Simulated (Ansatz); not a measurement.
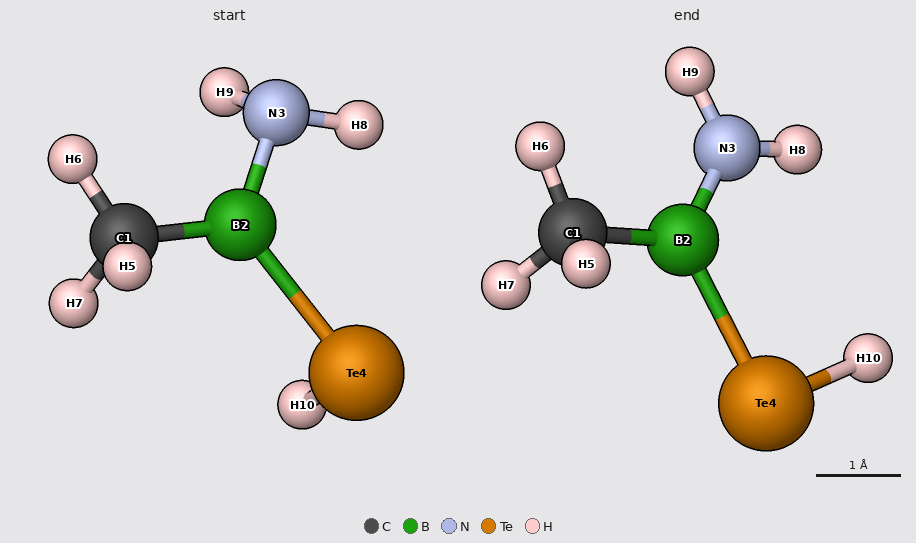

The structure of CH₆BNTe (coarse preliminary run) before (left) and after (right) a relaxation, at one scale.

A ball-and-stick model, seen from a free direction.

The start comes from a force field.

All numbers below come from Ansatz, RKS PBE-D4/def2-SVP.

Input file:
```yaml
crystal:
  periodic: [false, false, false]
  atoms:
    - {symbol: C, position_ang: [-1.123000, 0.676300, -0.232700]}
    - {symbol: B, position_ang: [0.005000, -0.335500, -0.114400]}
    - {symbol: N, position_ang: [0.144400, -1.136700, 1.153600]}
    - {symbol: Te, position_ang: [1.473300, -0.616500, -1.816900]}
    - {symbol: H, position_ang: [-1.823500, 0.431400, -1.112500]}
    - {symbol: H, position_ang: [-1.771300, 0.755100, 0.687700]}
    - {symbol: H, position_ang: [-0.719300, 1.731700, -0.422700]}
    - {symbol: H, position_ang: [1.057600, -1.728000, 1.043900]}
    - {symbol: H, position_ang: [0.401700, -0.441200, 1.971300]}
    - {symbol: H, position_ang: [2.438500, 0.612300, -1.154400]}
basis:
  gaussian: {orbitals: def2-SVP}
hamiltonian: {xc: pbe, dispersion: d4}
relax: {f_tol: 0.03, max_steps: 200}
```

Run as
```bash
ansatz run in.yaml --threads 4 --pin off --events-out ev --progress --plain --max-ram 10444MiB
```

### Describe what moved and what it gained.

After 12 geometry steps the energy has fallen by 110.3 kJ/mol. Largest force component: 3.3 eV/Å at the start, 0.011 eV/Å at the end. The largest move after the best rigid fit is that of H10, 1.44 Å. By element the largest moves are H 1.44 Å, Te 0.72 Å, N 0.57 Å, B 0.33 Å, C 0.15 Å. Near-neighbour distances that change, for instance: B2–N3 1.506 → 1.402 Å, N3–H9 1.104 → 1.022 Å, N3–H8 1.093 → 1.019 Å, C1–B2 1.520 → 1.581 Å. Among the angles between lasting bonds that change: B2–N3–H8 106.3° → 124.8°, B2–N3–H9 108.1° → 121.6°, H8–N3–H9 102.7° → 113.6°. Groups turn about B2–Te4 by about 90°.
